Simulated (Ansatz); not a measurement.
**Si2NH6 (SMILES [SiH2]N[SiH3]): UB3LYP/6-31G(d) (spherical functions)**

What is the vertical doublet–quartet gap of Si2NH6 at UB3LYP/6-31G* (spherical functions)? 

Program for the calculation: Ansatz 0.2.0.

60 further runs of the same task are left out: 60 set aside as unsound or not needed.

## Step 1: Starting point

Si2NH6: 9 atoms, total charge 0, spin state doublet. SMILES: `[SiH2]N[SiH3]`. The coordinates come from a PBE0-D4/def2-TZVP relaxation. This is one conformer, not always the lowest.

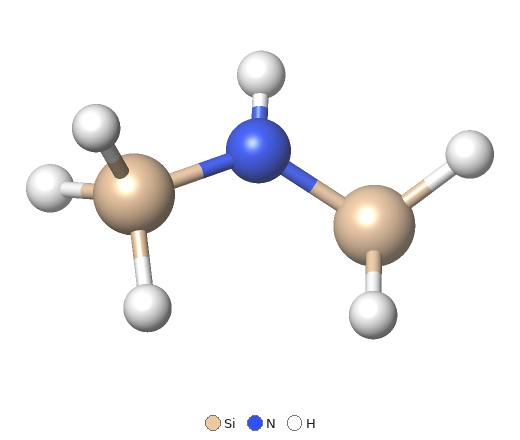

Viewed from a chosen angle; silicon light orange, nitrogen blue, hydrogen white.

## Step 2: The energy at UB3LYP/6-31G(d) (spherical functions)

run.yaml reads:

```yaml
crystal:
  periodic: [false, false, false]
  atoms:
    - {symbol: Si, position_ang: [-1.200900, 0.925300, -0.948400]}
    - {symbol: "N", position_ang: [0.196900, 0.625800, 0.025200]}
    - {symbol: Si, position_ang: [0.611700, -0.820500, 0.880200]}
    - {symbol: H, position_ang: [-1.616500, -0.372000, -1.554500]}
    - {symbol: H, position_ang: [-0.842900, 1.913400, -2.010900]}
    - {symbol: H, position_ang: [0.764100, 1.439300, 0.222200]}
    - {symbol: H, position_ang: [1.982600, -1.276500, 0.525400]}
    - {symbol: H, position_ang: [-0.378200, -1.853400, 0.488500]}
    - {symbol: H, position_ang: [0.571600, -0.627700, 2.355400]}
basis:
  gaussian:
    orbitals: 6-31G_st_-spherical.json
magnetization:
  spin_polarized: true
  initial_magnetization: 1
hamiltonian:
  xc: {name: B3LYP}
accuracy: high
output: {orbitals: {seedname: orbitals}}
```

The basis set 6-31G* is read from a file made from the Basis Set Exchange's data (not shown).

Started as:

```sh
ansatz run run.yaml --threads 1 --pin off --max-ram 3480MiB --events-out events.jsonl --progress --plain --runs-dir runs
```

The log of the run:

```text
Warning: RAYON_NUM_THREADS=1 ignored (pool sized by the plan → 1); use --threads N
Functional definition: B3LYP
  name "B3LYP"
  parameter a0 = 0.2
  parameter ax = 0.72
  parameter ac = 0.81
  exchange = (1 - a0 - ax)*slater_x + ax*b88_x + a0*exact_x
  correlation = (1 - ac)*vwn_rpa_c + ac*lyp_c
1433 factors; integrals over basis functions are off by at most 3.8e-9 eV
mean field evaluation 1: about -17336.1379 eV, gradient 3.9e1 eV
mean field evaluation 2: about -17317.8074 eV, gradient 6.9e1 eV
mean field evaluation 4: about -17342.3035 eV, gradient 1.4e0 eV
mean field evaluation 8: about -17342.4854 eV, gradient 3.9e-2 eV
mean field evaluation 16: about -17342.4855 eV, gradient 5.1e-5 eV
mean field -17342.48545176 eV, -637.3245851934 hartree, gradient 3.8e-8 eV, S^2 0.751666; 0 other end points of the search recorded, 0 dependent functions left out
reference -17342.48549429 eV, -637.3245867563 hartree; 21, 20 occupied and 41, 42 virtual orbitals, 1433 factors
Total energy: -17342.48549429 eV, -637.3245867563 hartree
```

Wall time 10 s (1 thread of Arm Neoverse V1, shared host); peak memory 0.28 GiB.

## Step 3: The quartet at the same level

run.yaml reads:

```yaml
crystal:
  periodic: [false, false, false]
  atoms:
    - symbol: Si
      position_ang: [-1.200900, 0.925300, -0.948400]
    - symbol: N
      position_ang: [0.196900, 0.625800, 0.025200]
    - symbol: Si
      position_ang: [0.611700, -0.820500, 0.880200]
    - symbol: H
      position_ang: [-1.616500, -0.372000, -1.554500]
    - symbol: H
      position_ang: [-0.842900, 1.913400, -2.010900]
    - symbol: H
      position_ang: [0.764100, 1.439300, 0.222200]
    - symbol: H
      position_ang: [1.982600, -1.276500, 0.525400]
    - symbol: H
      position_ang: [-0.378200, -1.853400, 0.488500]
    - symbol: H
      position_ang: [0.571600, -0.627700, 2.355400]
basis:
  gaussian:
    orbitals: 6-31G_st_-spherical.json
magnetization:
  spin_polarized: true
  initial_magnetization: 3
hamiltonian:
  xc: {name: B3LYP}
accuracy: high
output: {orbitals: {seedname: orbitals}}
```

The basis set 6-31G* is read from a file made from the Basis Set Exchange's data (not shown).

Started as:

```sh
ansatz run run.yaml --threads 1 --pin off --max-ram 3480MiB --events-out events.jsonl --progress --plain --runs-dir runs
```

The log of the run, shortened:

```text
Warning: RAYON_NUM_THREADS=1 ignored (pool sized by the plan → 1); use --threads N
[... 7 set-up lines as earlier in the session ...]
1434 factors; integrals over basis functions are off by at most 3.8e-9 eV
mean field evaluation 1: about -17329.1832 eV, gradient 3.8e1 eV
mean field evaluation 2: about -17310.1377 eV, gradient 6.9e1 eV
mean field evaluation 4: about -17335.6430 eV, gradient 6.7e0 eV
mean field evaluation 8: about -17336.2069 eV, gradient 4.8e-1 eV
mean field evaluation 16: about -17336.2092 eV, gradient 4.3e-4 eV
mean field -17336.20921754 eV, -637.0939378400 hartree, gradient 2.7e-8 eV, S^2 3.755818; 0 other end points of the search recorded, 0 dependent functions left out
reference -17336.20926127 eV, -637.0939394468 hartree; 22, 19 occupied and 40, 43 virtual orbitals, 1434 factors
Total energy: -17336.20926127 eV, -637.0939394468 hartree
```

It took 12 s on 1 thread of Arm Neoverse V1, shared host; peak memory 0.28 GiB.

## Step 4: Results

At UB3LYP/6-31G* (spherical functions):

| quantity | value |
| --- | --- |
| doublet: total energy | -637.32459 Eh |
| doublet: HOMO energy (highest over α and β) | -5.05 eV |
| doublet: LUMO energy (lowest over α and β) | -2.15 eV |
| doublet: ⟨S²⟩ | 0.752 |
| quartet: total energy | -637.09394 Eh |
| quartet: HOMO energy (highest over α and β) | -1.84 eV |
| quartet: ⟨S²⟩ | 3.756 |
| vertical energy of the quartet above the doublet | 6.276 eV |

At this shape the quartet lies 6.28 eV (145 kcal/mol) above the doublet.
